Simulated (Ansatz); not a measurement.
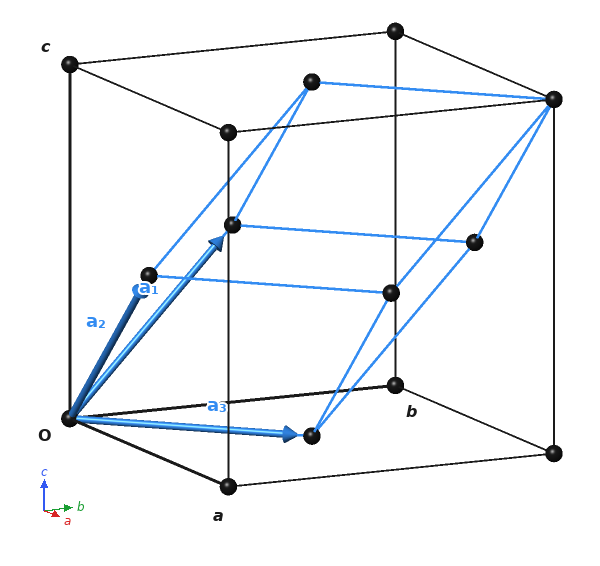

The conventional cell (thin) and a primitive cell (coloured, vectors a₁, a₂, a₃), with the lattice points alone. Crystal: Lu3SbO6, the end point of a relaxation with DFT PBE, scalar-relativistic, plane waves, PAW in Ansatz; the starting structure was generated, so it need not be a known form of this composition. All values are computed from the atomic coordinates in the standard setting (tolerance 0.002 Å).

a = 8.307 Å, b = 8.307 Å, c = 8.307 Å, α = 90.00°, β = 90.00°, γ = 90.00°.

What is the centring, and how are the primitive vectors built?

Answer. F, face-centred cubic, with lattice points at (0, 0, 0), (1/2, 1/2, 0), (1/2, 0, 1/2), (0, 1/2, 1/2). a₁ = 1/2 b + 1/2 c; a₂ = 1/2 a + 1/2 c; a₃ = 1/2 a + 1/2 b.

Give the primitive cell's size and content.

Answer. Edges 5.874, 5.874, 5.874 Å; angles 60.00°, 60.00°, 60.00°; volume 143.29 Å³, 1/4 of the conventional cell; 10 of its 40 atoms.
